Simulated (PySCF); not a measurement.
## Run report: C7H8F (charge +1), NMR shielding calculation

System: C7H8F, charge +1, SMILES FCC1=CC[CH+]C=C1.
Method: GIAO PBE0/pcSseg-1 NMR shielding, non-relativistic, gas phase (PySCF 2.14.0).

The geometry comes from this level: GFN2-xTB. It belongs to a series of runs on one base structure; here: H on C replaced by CH2F. Figures and captions count atoms from 1; the log counts them from 0 in places.

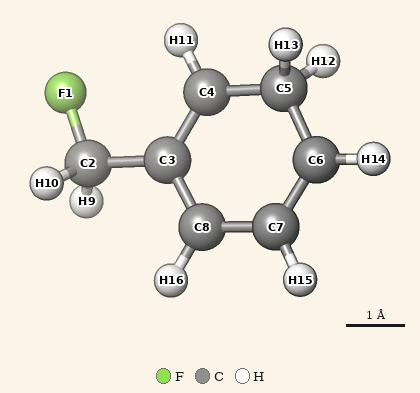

**Figure 1.** The structure (ball-and-stick view, seen at a tilt; atoms are numbered from 1 in the order of the input). Bond lengths as drawn: C–C 1.37 to 1.50 Å, C–F 1.36 Å and C–H 1.08 to 1.10 Å.

### Input file
```
{"job": {"kind": "nmr", "xc": "PBE0", "basis": "pcSseg-1"}, "charge": 1, "multiplicity": 1}
F      2.626080    -1.521484    -0.181586
C      2.297909    -0.204449    -0.276128
C      0.816553    -0.019674    -0.103426
C     -0.012011    -1.096688     0.114551
C     -1.447071    -0.929530     0.282709
C     -1.958958     0.430594     0.205950
C     -1.112758     1.486104    -0.012204
C      0.258129     1.267448    -0.164696
H      2.625184     0.145792    -1.263064
H      2.855818     0.329894     0.503038
H      0.405997    -2.093905     0.163625
H     -1.986988    -1.579329    -0.428909
H     -1.769012    -1.401454     1.228268
H     -3.021487     0.588798     0.325075
H     -1.496030     2.493951    -0.068147
H      0.911046     2.112876    -0.336467
```

The first line tells a small driver script what to run in PySCF; the rest is the geometry in Å.

### Log
```
coarse grid: 13648 points
cycle   1  E = -370.5343720549  dE =  1.517e+00  |g| = 4.517e-01  |ddm| = 3.744e+00
cycle   2  E = -370.5120478265  dE =  2.232e-02  |g| = 6.292e-01  |ddm| = 1.119e+00
cycle   3  E = -370.5720659167  dE = -6.002e-02  |g| = 4.799e-02  |ddm| = 6.179e-01
cycle   4  E = -370.5722452825  dE = -1.794e-04  |g| = 3.334e-02  |ddm| = 6.657e-02
cycle   5  E = -370.5725200475  dE = -2.748e-04  |g| = 9.565e-03  |ddm| = 3.663e-02
cycle   6  E = -370.5725409301  dE = -2.088e-05  |g| = 3.752e-03  |ddm| = 1.027e-02
cycle   7  E = -370.5725445711  dE = -3.641e-06  |g| = 5.075e-04  |ddm| = 3.384e-03
final grid: 133040 points
cycle   8  E = -370.6263168244  dE = -4.299e-05  |g| = 6.836e-03  |ddm| = 4.428e-02
cycle   9  E = -370.6263157349  dE =  1.089e-06  |g| = 7.524e-03  |ddm| = 1.405e-02
cycle  10  E = -370.6263289164  dE = -1.318e-05  |g| = 1.095e-03  |ddm| = 7.305e-03
cycle  11  E = -370.6263290987  dE = -1.823e-07  |g| = 2.314e-04  |ddm| = 1.099e-03
cycle  12  E = -370.6263291073  dE = -8.592e-09  |g| = 6.841e-05  |ddm| = 2.141e-04
cycle  13  E = -370.6263291081  dE = -8.323e-10  |g| = 3.733e-05  |ddm| = 9.171e-05
cycle  14  E = -370.6263291085  dE = -3.917e-10  |g| = 9.379e-06  |ddm| = 4.254e-05
```

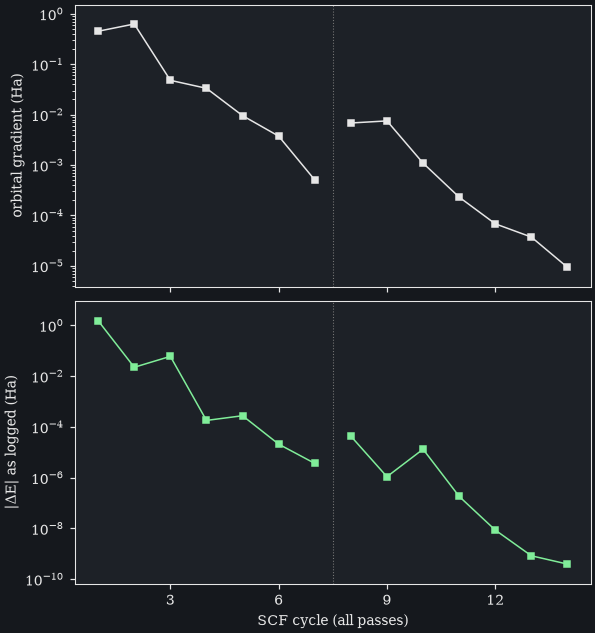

**Figure 2.** Convergence of the self-consistent field: orbital gradient and size of the energy change against the SCF cycle. The dotted line marks the change from a coarse to the final integration grid. The first 7 cycles use a coarse grid, the final grid takes over at cycle 8, and the field converges after 14 cycles in all.

```
converged SCF energy = -370.6263291085

GIAO shielding tensors (ppm)
atom      isotropic    diamagn.    paramagn.     s11        s22        s33       span
  0 F      430.659     471.013     -40.354    400.284    421.199    470.493     70.209
  1 C      103.197     236.887    -133.689     76.835     80.925    151.832     74.997
  2 C       30.033     264.462    -234.430    -65.606     -8.534    164.239    229.846
  3 C       -4.730     252.843    -257.573   -137.478    -58.325    181.612    319.090
  4 C      132.977     254.938    -121.962     75.277    138.796    184.857    109.581
  5 C       -9.619     256.684    -266.302   -148.756    -55.485    175.385    324.142
  6 C       44.630     253.121    -208.490    -64.485     18.769    179.607    244.092
  7 C        9.788     252.536    -242.748    -97.564    -48.161    175.090    272.653
  8 H       25.517      26.081      -0.564     20.734     25.926     29.891      9.158
  9 H       25.512      26.079      -0.567     20.730     25.915     29.891      9.161
 10 H       21.718      31.281      -9.563     17.008     19.052     29.095     12.087
 11 H       26.101      26.392      -0.291     20.928     24.710     32.666     11.738
 12 H       26.129      26.393      -0.263     20.958     24.696     32.734     11.776
 13 H       21.847      28.353      -6.506     18.677     20.362     26.500      7.823
 14 H       22.945      28.694      -5.749     20.196     22.775     25.864      5.669
 15 H       22.426      30.923      -8.496     19.516     20.165     27.598      8.083
```

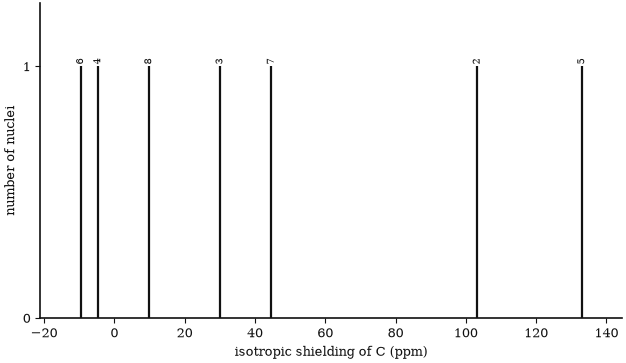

**Figure 3.** Isotropic shieldings of the carbon nuclei in this fixed geometry, labelled by atom number; shielding grows to the right, so chemical shift grows to the left. The least shielded is C6 (−9.6 ppm), the most shielded C5 (133.0 ppm).

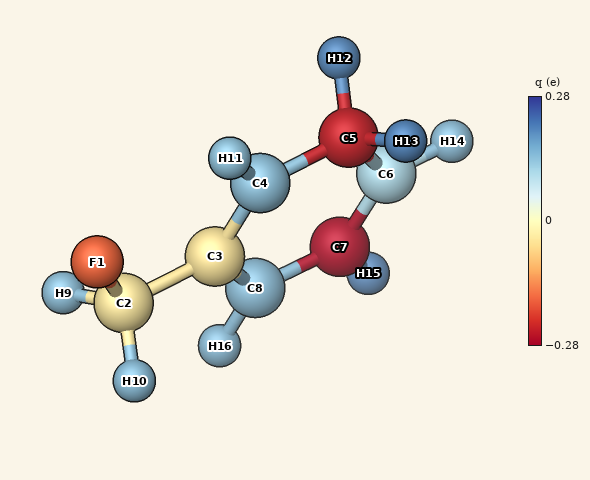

**Figure 4.** ESP-fitted charges, as the colour of each atom (ball-and-stick view, seen at a tilt; atoms are numbered from 1 in the order of the input). By element: F −0.17, C −0.27 to +0.15 and H +0.13 to +0.21 e.

### Key numbers

| quantity | value |
| --- | --- |
| outcome | converged |
| total energy | −370.626329 hartree |
| HOMO | −12.98 eV |
| LUMO | −8.61 eV |
| isotropic shielding, F | 430.7 ppm |
| isotropic shielding, C | −9.6 to 133.0 ppm |
| isotropic shielding, H | 21.7 to 26.1 ppm |
| hardware | 1 CPU thread, shared host |
| wall time | 24 s |
| peak memory | 0.79 GiB |
